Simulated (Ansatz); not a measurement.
The calculation's input:

```
crystal:
  lattice:
    - [3.1376460479, 0.0, 0.0]
    - [-1.568823024, 2.7172811856, 0.0]
    - [0.0, 0.0, 18.8078449859]
  atoms:
    - { symbol: Si, position: [0.6666666667, 0.3333333333, 0.2644709854] }
    - { symbol: Si, position: [0.3333333333, 0.6666666667, 0.1306829532] }
    - { symbol: Si, position: [0.0, 0.0, 0.9972764707] }
    - { symbol: Si, position: [0.3333333333, 0.6666666667, 0.8005561923] }
    - { symbol: Si, position: [0.6666666667, 0.3333333333, 0.6659609753] }
    - { symbol: Si, position: [0.0, 0.0, 0.3981216404] }
    - { symbol: Si, position: [0.3333333333, 0.6666666667, 0.5317409026] }
    - { symbol: Si, position: [0.3333333333, 0.6666666667, 0.9265166804] }
    - { symbol: C, position: [0.3333333333, 0.6666666667, 0.2311501129] }
    - { symbol: C, position: [0.0, 0.0, 0.0979235019] }
    - { symbol: C, position: [0.6666666667, 0.3333333333, 0.7682135796] }
    - { symbol: C, position: [0.3333333333, 0.6666666667, 0.6332840853] }
    - { symbol: C, position: [0.6666666667, 0.3333333333, 0.3651800736] }
    - { symbol: C, position: [0.0, 0.0, 0.4992218464] }
basis:
  ecutwfc: 500
kpoints:
  mp_grid: { grid: [12, 12, 2] }
  band_path:
    path:
      - [[0.0, 0.0, 0.0], [0.5, 0.0, 0.0], [0.33333333, 0.33333333, 0.0], [0.0, 0.0, 0.0], [0.0, 0.0, 0.5], [0.5, 0.0, 0.5], [0.33333333, 0.33333333, 0.5], [0.0, 0.0, 0.5]]
      - [[0.5, 0.0, 0.5], [0.5, 0.0, 0.0]]
      - [[0.33333333, 0.33333333, 0.5], [0.33333333, 0.33333333, 0.0]]
    npoints: 10
hamiltonian:
  xc: r2scan
scf:
  occupations: { method: gaussian, width: 0.1 }
  n_extra_bands: 35
output:
  forces: true
  stress: true
  eigenvalues: true
  populations: true
  dos: { projected: true, de: 0.02, nscf_kmesh: { grid: [15, 15, 3] } }
  bader: false
  write_density: true
  write_potential: true
  elf: true
  volumetric_format: npy
```

Run with:

```sh
ansatz run input.yaml --threads 1 --pin off --max-ram 2560MiB --backend cpu --events-out ev --progress --plain --runs-dir out
```

Below, planes, directions and counts refer to the conventional cell (a = 3.14 Å, b = 3.14 Å, c = 18.81 Å, α = 90.00°, β = 90.00°, γ = 120.00°).

Space group P3m1; a generated structure, not necessarily the stable one; computed pressure about −3 GPa in this cell.

Level of theory: DFT r2SCAN, scalar-relativistic, plane waves, PAW (Ansatz).

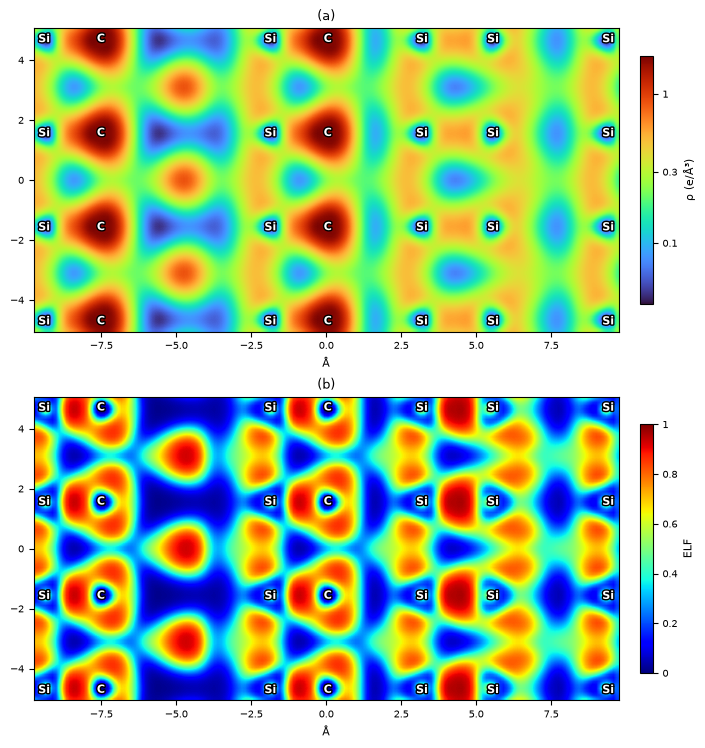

Si4C3. (a) valence charge density (pseudo); (b) electron localisation function on the (11̄0) plane of the conventional cell.

In a PAW calculation such maps are meaningful between the atoms, not at the nuclei.

Interpret the plot.

Atoms in the plane: Si and C. Atoms just off the plane (Si, 0.9 Å away and C, 0.9 Å away) can leave unmarked features too. Si–C (1.89 Å): the density is about 0.9 e/Å³ at the midpoint; the ELF peaks at about 0.95 between the atoms. Si–Si (2.37 Å): the density is about 0.57 e/Å³ at the midpoint; the ELF peaks at about 0.95 between the atoms. Between the atoms the lowest density in this plane is 0.05 e/Å³.
